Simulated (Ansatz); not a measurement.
# ClH5SSi2: the cost of one run

Computed with Ansatz 0.2.0, driven from Python. Level of theory: CAM-B3LYP/def2-SVP.

### Step 1. Starting point

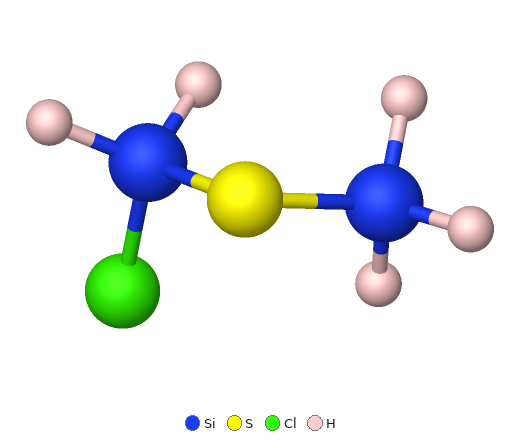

The starting structure, viewed from a chosen angle; silicon blue, sulfur yellow, chlorine green, hydrogen pink.

The script holds or builds the structure itself.

### Step 2. The script

The input, torsion.py:

```python
import ansatz as az
from ase import Atoms

atoms = Atoms(["Si", "S", "Si", "Cl", "H", "H", "H", "H", "H"], positions=[
    [-0.7429, 1.396, -0.0782],
    [0.9154, 0.6641, 1.0218],
    [0.7648, -1.3249, 0.3032],
    [1.494, -1.4559, -1.6068],
    [-1.9913, 0.6819, 0.3464],
    [-0.912, 2.8236, 0.1934],
    [-0.5141, 1.2396, -1.5354],
    [-0.657, -1.7513, 0.242],
    [1.517, -2.2154, 1.1825],
])

first = (
    az.Crystal.molecule_from_ase(atoms).calculation()
    .basis(gaussian="def2-SVP")
    .functional("CAM-B3LYP")
    .relax(force_tolerance=0.02, max_steps=80)
)
atoms.positions = first.run().report["positions_ang"]

start = atoms.get_dihedral(2, 1, 0, 4)
energies = {}
for turn in range(0, 121, 15):
    turned = atoms.copy()
    turned.set_dihedral(2, 1, 0, 4, start + turn, indices=[0, 4, 5, 6])
    calculation = az.Crystal.molecule_from_ase(turned).calculation()
    calculation = calculation.basis(gaussian="def2-SVP")
    calculation = calculation.functional("CAM-B3LYP")
    energies[round((start + turn) % 360)] = calculation.run().report["free_energy_ev"]
floor = min(energies.values())
print("dihedral Si2-S1-Si0-H4 (deg)   E - E(min) (eV)")
for angle, e in sorted(energies.items()):
    print(f"{angle:8d} {(e - floor):14.3f}  " + "#" * int(30 * (e - floor) / max(max(energies.values()) - floor, 1e-9)))
```

### Step 3. Launch

Run with:

```sh
$ python torsion.py
```

What time and memory should one allow on 1 thread of Arm Neoverse V1, shared host?

About 2 min, with a peak of 0.34 GiB.
